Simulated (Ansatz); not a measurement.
Fields on a plane of Pt (fcc, Cu type)

```xyz
1
Lattice="0.0000 1.9851 1.9851 1.9851 0.0000 1.9851 1.9851 1.9851 0.0000" Properties=species:S:1:pos:R:3 pbc="T T T"
Pt     0.0000     0.0000     0.0000
```

The slice is a {100} plane (indices of the conventional cell) through the point (0.000, 0.000, 0.000) (fractional), spanned by u = [100] and v = [0 1 -1] in vectors of this cell: u (2.81 Å) and v (2.81 Å, at 90° to u). It covers one period; positions are fractions (u, v).

Atoms on it: Pt at (0.00, 0.00).

Level of theory: PBE (plane waves to 420 eV, PAW, scalar-relativistic; Ansatz, a first-principles code). k mesh 20×20×20. Inside the PAW spheres the values are not all-electron values, and peaks at nuclei hang on which shells count as valence. Pt is run without spin polarisation. Pt was relaxed with its symmetry unable to fall. Spin-orbit coupling is left out, though Pt is heavy.

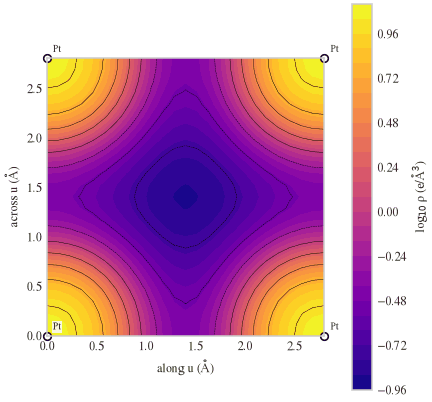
Fig. 1. Log₁₀ of the valence density in e/Å³, one period of the plane, atoms marked. The scale is logarithmic, as a density can span decades between atoms and voids.

```
|xxxxxxxxx0134310xxxxxxxx|
|xxxxxxxxx0144410xxxxxxxx|
|xxxxxxxxx0245420xxxxxxxx|
|xxxxxxxx014565410xxxxxxx|
|xxxxxxx00256665200xxxxxx|
|xxxxxxx01467776410xxxxxx|
|xxxxx001467888764100xxxx|
|xxxx00146788888764100xxx|
|000012467889998876421000|
|111245678899999887654211|
|334456788999999988765443|
|444566788999999988766544|
|334456788999999988765443|
|111245678899999887654211|
|000012467889998876421000|
|xxxx00146788888764100xxx|
|xxxxx001467888764100xxxx|
|xxxxxxx01467776410xxxxxx|
|xxxxxxx00256665200xxxxxx|
|xxxxxxxx014565410xxxxxxx|
|xxxxxxxxx0245420xxxxxxxx|
|xxxxxxxxx0144410xxxxxxxx|
|xxxxxxxxx0134310xxxxxxxx|
|xxxxxxxxx0134310xxxxxxxx|
```
Scale: ten equal steps from 7.00 (start of '0') to 15.24 (end of '9'), in the order '0123456789'. Values: electrostatic potential energy of an electron, from the cell's mean, in eV. The map has 24 points along u (one character each, u = 0 at the left) and 24 along v (v = 0 in the bottom row). Points within 1 Å of a nucleus are blanked (x), as the pseudised field means little there. Values under 7 eV are set to 7. The zero, the cell's mean, hangs on the PAW cores.

Density on the Pt–Pt line (2.81 Å) at its midpoint: 0.36 e/Å³
ELF at that point: 0.28
